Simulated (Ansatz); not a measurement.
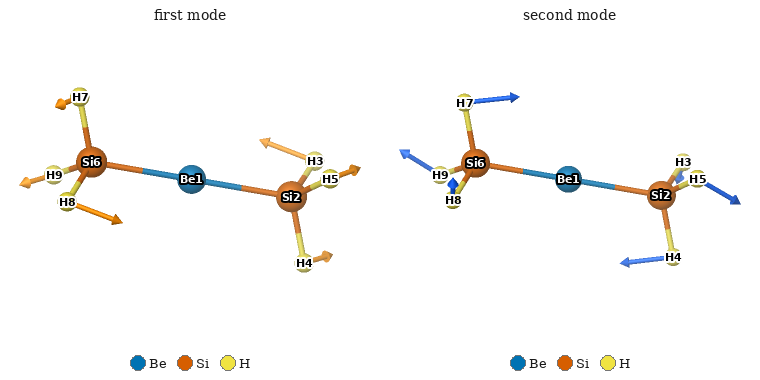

The system is BeH6Si2, charge −1, spin multiplicity 2; the picture shows the reference structure; its two panels give the patterns of the first and the second mode as arrows. 
- Coordinates scanned: (1) normal mode 5 (451 cm⁻¹, of the parent); (2) normal mode 6 (451 cm⁻¹, of the parent).
- Nothing is relaxed (straight displacements along the two mass-weighted modes).
- The grid has 15 × 15 points. At 4 points there is no value.
- Points are written as (first, second).
- All energies are given in kJ/mol relative to the lowest grid point.
- Near the degeneracy a single determinant is a rough description.
- All numbers below come from Ansatz, UHF/def2-SVPD.

Its coordinates:

```xyz
9

Be    0.0009    0.0010    0.0000
Si   -0.0013   -0.0166    2.2310
H     0.8989   -1.0706    2.7781
H    -1.3614   -0.2765    2.7817
H     0.4565    1.2839    2.7966
Si    0.0015    0.0169   -2.2310
H     1.3336    0.3934   -2.7829
H    -0.9873    0.9879   -2.7788
H    -0.3417   -1.3192   -2.7947
```

Range: normal mode 5 (451 cm⁻¹, of the parent) from −0.583 to 0.583 amu½·Å; normal mode 6 (451 cm⁻¹, of the parent) from −0.583 to 0.583 amu½·Å.

### Predict the map.

The lowest grid point is at (−0.167 amu½·Å, −0.250 amu½·Å); the map holds 3 wells of about this depth. The highest grid point, (0.583 amu½·Å, 0.583 amu½·Å), lies 24.2 kJ/mol above the lowest. On the interpolated surface the easiest way out of the lowest well to a well of about the same depth near (0.333 amu½·Å, 0.000 amu½·Å) passes a barrier of about 1.2 kJ/mol.

| second ↓, first → | −0.583 | −0.499 | −0.416 | −0.333 | −0.250 | −0.167 | −0.083 | 0.000 | 0.083 | 0.167 | 0.250 | 0.333 | 0.416 | 0.499 | 0.583 |
| --- | --- | --- | --- | --- | --- | --- | --- | --- | --- | --- | --- | --- | --- | --- | --- |
| 0.583 | 14.7 | 10.7 | 7.7 | 5.7 | 4.5 | 4.1 | 4.4 | 5.4 | 7.0 | 9.1 | 11.6 | 14.4 | 17.4 | 20.6 | 24.2 |
| 0.499 | 12.5 | 8.5 | 5.6 | 3.6 | 2.5 | 2.0 | 2.3 | 3.2 | 4.5 | 6.3 | 8.3 | 10.5 | 12.9 | 15.5 | 18.5 |
| 0.416 | 11.0 | 7.2 | 4.3 | 2.4 | 1.2 | 0.8 | 0.9 | 1.7 | 2.8 | 4.2 | 5.7 | 7.3 | 9.1 | 11.2 | 13.8 |
| 0.333 | 10.2 | 6.4 | 3.6 | 1.7 | 0.6 | 0.1 | 0.2 | – | 1.7 | 2.7 | 3.7 | 4.8 | 6.0 | 7.7 | 10.0 |
| 0.250 | 9.8 | 6.1 | 3.4 | 1.6 | 0.5 | 0.0 | 0.1 | 0.6 | 1.2 | 1.7 | 2.2 | 2.8 | 3.7 | 5.1 | 7.1 |
| 0.167 | 9.8 | 6.2 | 3.6 | – | 0.8 | 0.4 | 0.6 | 0.9 | 1.2 | 1.1 | 1.1 | 1.3 | 1.9 | 3.1 | 5.0 |
| 0.083 | 9.8 | 6.3 | 3.8 | 2.1 | 1.2 | 1.0 | 1.3 | 1.8 | 1.5 | 0.9 | 0.4 | 0.4 | 0.9 | 1.9 | 3.6 |
| 0.000 | 9.6 | 6.2 | 3.7 | 2.1 | 1.3 | 1.2 | 1.9 | 3.1 | 1.7 | 0.7 | 0.1 | 0.0 | 0.4 | 1.4 | 3.1 |
| −0.083 | 9.2 | 5.8 | 3.4 | 1.8 | 1.0 | 0.9 | 1.3 | 1.8 | 1.5 | 0.8 | 0.3 | 0.2 | 0.6 | 1.6 | 3.3 |
| −0.167 | 8.8 | 5.4 | 3.0 | – | 0.5 | 0.3 | 0.6 | 1.0 | 1.2 | 1.0 | 0.8 | 0.9 | 1.4 | 2.5 | 4.3 |
| −0.250 | 8.6 | 5.2 | 2.7 | 1.1 | 0.2 | 0.0 | 0.2 | 0.8 | 1.3 | 1.7 | 1.9 | 2.2 | 3.0 | 4.2 | 6.1 |
| −0.333 | 8.8 | – | 2.9 | 1.3 | 0.4 | 0.2 | 0.5 | 1.2 | 2.0 | 2.8 | 3.5 | 4.2 | 5.2 | 6.7 | 8.7 |
| −0.416 | 9.7 | 6.2 | 3.7 | 2.0 | 1.2 | 1.0 | 1.3 | 2.2 | 3.3 | 4.5 | 5.7 | 6.9 | 8.2 | 10.0 | 12.3 |
| −0.499 | 11.2 | 7.7 | 5.1 | 3.5 | 2.6 | 2.4 | 2.9 | 3.9 | 5.3 | 6.9 | 8.6 | 10.3 | 12.0 | 14.2 | 16.8 |
| −0.583 | 13.5 | 9.9 | 7.4 | 5.7 | 4.8 | 4.7 | 5.3 | 6.4 | 8.1 | 10.1 | 12.2 | 14.5 | 16.8 | 19.3 | 22.3 |

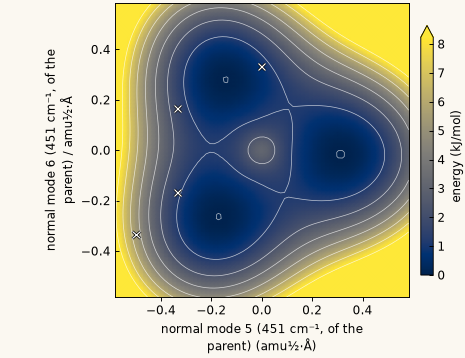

Drawn: a smooth colour map with a few white contour lines, crosses at grid points without a value, one colour for all values above the top of the scale. Between grid points the surface is interpolated.

Time for the 221 points that were run: 71 min on 1 thread of Arm Neoverse N1 (shared host).
